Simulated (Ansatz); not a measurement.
# AlH3Cl (doublet): one geometry, many settings at distance Al1–H4 along a hydrogen transfer = 1.761 Å

What do other methods and options give for AlH3Cl (doublet) at this geometry, and how long do they take?

Computed with Ansatz 0.2.0, Gaussian basis. Level: the settings change from run to run.

13 further runs of the same task are left out: 9 for a known fault of the program, 4 that didn't finish.

**1. The system**

The geometry derives from fragments relaxed apart (PBE0/def2-TZVP) and kept rigid, so it is no stationary point. A hydrogen atom is moved between rigid fragments.

5 atoms, charge 0, spin multiplicity 2.

Atoms are counted from 1 here; the program's logs count them from 0.

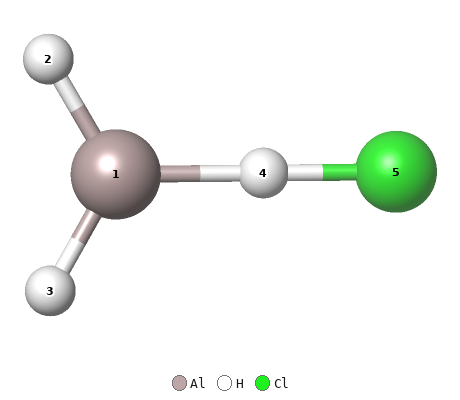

The structure; aluminium light grey, hydrogen white, chlorine green; atoms are numbered from 1 in the order of the file.

**2. MRCISD+Q(3,2)/6-31G**

The input, in.yaml:

```yaml
crystal:
  periodic: [false, false, false]
  atoms:
    - {symbol: Al, position_ang: [-1.813846, 0.000000, 0.000000]}
    - {symbol: H, position_ang: [-2.606770, 1.373384, 0.000000]}
    - {symbol: H, position_ang: [-2.606770, -1.373384, 0.000000]}
    - {symbol: H, position_ang: [-0.052846, 0.000000, 0.000000]}
    - {symbol: Cl, position_ang: [1.530154, 0.000000, 0.000000]}
basis:
  gaussian: {orbitals: 6-31G}
magnetization: {spin_polarized: false, initial_magnetization: 1}
hamiltonian: {pseudopotentials: {relativity: scalar}}
correlation: {method: fic_mrcisd_q, electrons: outside_noble_gas, active_space: {window: {electrons: 3, orbitals: 2}, states: [{multiplicity: 2, weights: [1, 0.5]}], root: 1}}
```

Command:

```console
ansatz run in.yaml --threads 1 --pin off --events-out ev --progress --plain --max-ram 2393MiB
```

Log:

```text
Functional definition: HF
  name "HF"
  cite "Fock, Z. Phys. 61, 126 (1930) doi:10.1007/BF01340294"
  parent pbe
[...]
655 factors; integrals over basis functions are off by at most 1.3e-7 eV
[...]
mean field -19174.75512288 eV, -704.6592536500 hartree, gradient 9.0e-7 eV, S^2 0.750000; 0 other end points of the search recorded, 0 dependent functions left out
reference -19174.75512288 eV, -704.6592536500 hartree; 17, 16 occupied and 15, 16 virtual orbitals, 655 factors
state -19174.68945362 eV, -704.6568403493 hartree
state -19172.32622175 eV, -704.5699931799 hartree
contracted CI cycle   1: correlation 0.00000000 eV, 0.0000000000 hartree, residual 1.15e1 eV
contracted CI cycle   2: correlation -2.66993760 eV, -0.0981183970 hartree, residual 2.09e0 eV
contracted CI cycle   3: correlation -2.80377647 eV, -0.1030368849 hartree, residual 6.18e-1 eV
contracted CI cycle   4: correlation -2.81553221 eV, -0.1034689001 hartree, residual 2.10e-1 eV
contracted CI cycle   5: correlation -2.81714966 eV, -0.1035283403 hartree, residual 8.67e-2 eV
contracted CI cycle   6: correlation -2.81738795 eV, -0.1035370974 hartree, residual 2.29e-2 eV
contracted CI cycle   7: correlation -2.81740224 eV, -0.1035376226 hartree, residual 6.27e-3 eV
contracted CI cycle   8: correlation -2.81740336 eV, -0.1035376637 hartree, residual 1.68e-3 eV
contracted CI cycle   9: correlation -2.81740344 eV, -0.1035376666 hartree, residual 4.92e-4 eV
state -19174.68945362 eV, -704.6568403493 hartree; corrected -19177.73684540 eV, -704.7688299317 hartree
contracted CI cycle   1: correlation 0.00000000 eV, 0.0000000000 hartree, residual 1.11e1 eV
contracted CI cycle   2: correlation -2.39790532 eV, -0.0881213951 hartree, residual 2.33e0 eV
contracted CI cycle   3: correlation -2.54528999 eV, -0.0935376820 hartree, residual 7.09e-1 eV
contracted CI cycle   4: correlation -2.55877590 eV, -0.0940332799 hartree, residual 2.22e-1 eV
contracted CI cycle   5: correlation -2.56017423 eV, -0.0940846676 hartree, residual 7.43e-2 eV
contracted CI cycle   6: correlation -2.56034945 eV, -0.0940911068 hartree, residual 2.73e-2 eV
contracted CI cycle   7: correlation -2.56037294 eV, -0.0940919700 hartree, residual 1.18e-2 eV
contracted CI cycle   8: correlation -2.56037806 eV, -0.0940921584 hartree, residual 5.30e-3 eV
contracted CI cycle   9: correlation -2.56037904 eV, -0.0940921942 hartree, residual 2.42e-3 eV
contracted CI cycle  10: correlation -2.56037922 eV, -0.0940922009 hartree, residual 9.06e-4 eV
state -19172.32622175 eV, -704.5699931799 hartree; corrected -19175.05679249 eV, -704.6703398038 hartree
Total energy: -19175.05679249 eV, -704.6703398038 hartree
Relativity: scalar
```

Wall time 0.96 s (1 thread of Arm Neoverse V1, shared host).

From the report: 1 determinant; active occupations (of the averaged states) 1.67, 1.33.

**3. MP2 on UHF/cc-pVDZ**

The input, in.yaml:

```yaml
crystal:
  periodic: [false, false, false]
  atoms:
    - {symbol: Al, position_ang: [-1.813846, 0.000000, 0.000000]}
    - {symbol: H, position_ang: [-2.606770, 1.373384, 0.000000]}
    - {symbol: H, position_ang: [-2.606770, -1.373384, 0.000000]}
    - {symbol: H, position_ang: [-0.052846, 0.000000, 0.000000]}
    - {symbol: Cl, position_ang: [1.530154, 0.000000, 0.000000]}
basis:
  gaussian: {orbitals: cc-pVDZ, point_charges: [{charge: 1.00, position_ang: [6.206, -0.593, 0.480]}]}
magnetization: {spin_polarized: true, initial_magnetization: 1}
correlation: {method: mp2, electrons: valence}
output: {forces: true}
```

Same command.

Log (excerpt; [...] marks lines left out):

```text
Functional definition: HF
  name "HF"
  cite "Fock, Z. Phys. 61, 126 (1930) doi:10.1007/BF01340294"
  parent pbe
[...]
506 factors; integrals over basis functions are off by at most 1.0e-3 eV
[...]
mean field -19132.45494093 eV, -703.1047506356 hartree, gradient 2.3e-6 eV, S^2 0.768928; 0 other end points of the search recorded, 0 dependent functions left out
10 core orbitals not correlated: weight in the atoms' cores, before any rotation towards them, 1.000 or more for the frozen orbitals, at most 0.000 for the correlated occupied ones
reference -19132.45494093 eV, -703.1047506356 hartree; 7, 6 occupied and 34, 35 virtual orbitals, 506 factors
second order -5.66179569 eV of doubles, -0.00000000 eV of singles
[...]
Total energy: -19138.11673662 eV, -703.3128177894 hartree
Atom 0 at    -1.813846     0.000000     0.000000 Å, force    -1.032587     0.015149    -0.011825 eV/Å
Atom 1 at    -2.606770     1.373384     0.000000 Å, force     0.299022     0.028106     0.002405 eV/Å
Atom 2 at    -2.606770    -1.373384     0.000000 Å, force     0.300033    -0.036087     0.002668 eV/Å
Atom 3 at    -0.052846     0.000000     0.000000 Å, force     0.925993    -0.007255     0.007481 eV/Å
Atom 4 at     1.530154     0.000000     0.000000 Å, force    -0.373483    -0.016021     0.012922 eV/Å
Dipole moment:    -0.901820     0.008586    -0.006364 e Å
```

It took 1 s on 1 thread of Arm Neoverse V1, shared host.

From the report: ⟨S²⟩ of the determinant 0.769 (pure doublet: 0.75).

**4. CASSCF(7,5)/STO-3G**

The input, in.yaml:

```yaml
crystal:
  periodic: [false, false, false]
  atoms:
    - {symbol: Al, position_ang: [-1.813846, 0.000000, 0.000000]}
    - {symbol: H, position_ang: [-2.606770, 1.373384, 0.000000]}
    - {symbol: H, position_ang: [-2.606770, -1.373384, 0.000000]}
    - {symbol: H, position_ang: [-0.052846, 0.000000, 0.000000]}
    - {symbol: Cl, position_ang: [1.530154, 0.000000, 0.000000]}
basis:
  gaussian: {orbitals: STO-3G}
magnetization: {spin_polarized: false, initial_magnetization: 1}
hamiltonian: {pseudopotentials: {relativity: scalar}}
correlation: {active_space: {window: {electrons: 7, orbitals: 5}, states: [{multiplicity: 2, weights: [1, 1, 1, 1]}], root: 0}}
scf: {lower_state_search: off}
output: {forces: true}
```

Launched as before.

Log (excerpt; [...] marks lines left out):

```text
Functional definition: HF
  name "HF"
  cite "Fock, Z. Phys. 61, 126 (1930) doi:10.1007/BF01340294"
  parent pbe
[...]
336 factors; integrals over basis functions are off by at most 4.1e-8 eV
[...]
mean field -18956.85929316 eV, -696.6517296029 hartree, gradient 1.5e-6 eV, S^2 0.750000; 0 other end points of the search recorded, 0 dependent functions left out
reference -18956.85929316 eV, -696.6517296029 hartree; 17, 16 occupied and 4, 5 virtual orbitals, 336 factors
state -18956.72726948 eV, -696.6468778221 hartree
state -18953.76959213 eV, -696.5381851842 hartree
state -18953.75700880 eV, -696.5377227556 hartree
state -18950.94472578 eV, -696.4343732606 hartree
[...]
Total energy: -18956.72726948 eV, -696.6468778221 hartree
Relativity: scalar
Atom 0 at    -1.813846     0.000000     0.000000 Å, force    -0.498505     0.000000    -0.000000 eV/Å
Atom 1 at    -2.606770     1.373384     0.000000 Å, force     1.382113    -2.007401     0.000000 eV/Å
Atom 2 at    -2.606770    -1.373384     0.000000 Å, force     1.382113     2.007401     0.000000 eV/Å
Atom 3 at    -0.052846     0.000000     0.000000 Å, force    -3.015681    -0.000000     0.000000 eV/Å
Atom 4 at     1.530154     0.000000     0.000000 Å, force     0.749959    -0.000000     0.000000 eV/Å
Dipole moment:    -0.695585    -0.000000     0.000000 e Å
Checks for a lower state left out: stability, starts, cluster_reference, orbital_swaps, neighbouring_geometries, increment
```

Run time: 0.48 s. Hardware: 1 thread of Arm Neoverse V1, shared host.

From the report: 50 determinants; active occupations (of the averaged states) 1.98, 1.75, 1.75, 1.27, 0.25.

**5. CASSCF(1,7)/def2-SVP**

The input, in.yaml:

```yaml
crystal:
  periodic: [false, false, false]
  atoms:
    - {symbol: Al, position_ang: [-1.813846, 0.000000, 0.000000]}
    - {symbol: H, position_ang: [-2.606770, 1.373384, 0.000000]}
    - {symbol: H, position_ang: [-2.606770, -1.373384, 0.000000]}
    - {symbol: H, position_ang: [-0.052846, 0.000000, 0.000000]}
    - {symbol: Cl, position_ang: [1.530154, 0.000000, 0.000000]}
basis:
  gaussian: {orbitals: def2-SVP}
magnetization: {spin_polarized: false, initial_magnetization: 1}
correlation: {active_space: {window: {electrons: 1, orbitals: 7}, states: [{multiplicity: 2, weights: [0.5, 1, 1, 0.5]}], root: 3}}
output: {forces: true}
```

The command is unchanged.

Log (excerpt; [...] marks lines left out):

```text
Functional definition: HF
  name "HF"
  cite "Fock, Z. Phys. 61, 126 (1930) doi:10.1007/BF01340294"
  parent pbe
[...]
821 factors; integrals over basis functions are off by at most 2.2e-7 eV
[...]
mean field -19125.72268737 eV, -702.8573448803 hartree, gradient 2.3e-6 eV, S^2 0.750000; 0 other end points of the search recorded, 0 dependent functions left out
reference -19125.72268737 eV, -702.8573448803 hartree; 17, 16 occupied and 34, 35 virtual orbitals, 821 factors
state -19125.46727744 eV, -702.8479587387 hartree
state -19122.47932574 eV, -702.7381535390 hartree
state -19118.82771856 eV, -702.6039594502 hartree
state -19118.78518542 eV, -702.6023963863 hartree
[...]
WARN: the results are in doubt because the forces break the atoms' symmetry
Total energy: -19118.78518542 eV, -702.6023963863 hartree
Atom 0 at    -1.813846     0.000000     0.000000 Å, force    -1.373855     6.119200     0.000000 eV/Å
Atom 1 at    -2.606770     1.373384     0.000000 Å, force    -1.866766    -0.900377     0.000000 eV/Å
Atom 2 at    -2.606770    -1.373384     0.000000 Å, force     2.126341    -0.636360     0.000000 eV/Å
Atom 3 at    -0.052846     0.000000     0.000000 Å, force     5.044900    -5.446098    -0.000000 eV/Å
Atom 4 at     1.530154     0.000000     0.000000 Å, force    -3.930619     0.863634     0.000000 eV/Å
Dipole moment:     0.162834    -1.815093     0.000000 e Å
In doubt: the forces break the atoms' symmetry
```

Run time: 3 s. Hardware: 1 thread of Arm Neoverse V1, shared host.

From the report: 7 determinants; active occupations (of the averaged states) 0.33, 0.33, 0.17, 0.17, 0.00, 0.00, 0.00. The program marks this result as in doubt; its last lines say why.

**6. The runs in one table**

 † marks a result that the program doubts.

```tsv
level	correlated	functions	energy (eV)	time
MRCISD+Q(3,2)/6-31G (excited root 1 of an average, relativity set)	outside noble gas	32	-19175.0568	0.96 s
MP2 on UHF/cc-pVDZ (beside a point charge)	valence	51	-19138.1167	1 s
CASSCF(7,5)/STO-3G (lowest root of an average, relativity set)		21	-18956.7273	0.48 s
CASSCF(1,7)/def2-SVP (excited root 3 of an average) †		51	-19118.7852	3 s
```

**7. What came out**

```
quantity                                                                   value
    runs                                                                       4
quickest  CASSCF(7,5)/STO-3G (lowest root of an average, relativity set), 0.48 s
 slowest              CASSCF(1,7)/def2-SVP (excited root 3 of an average) †, 3 s
```

What this shows: Total energies in different bases, with other cores or another treatment of relativity can't be set against each other. CASSCF(1,7)/def2-SVP (excited root 3 of an average) † took 6 times as long as CASSCF(7,5)/STO-3G (lowest root of an average, relativity set); the jobs differ in more than the method.
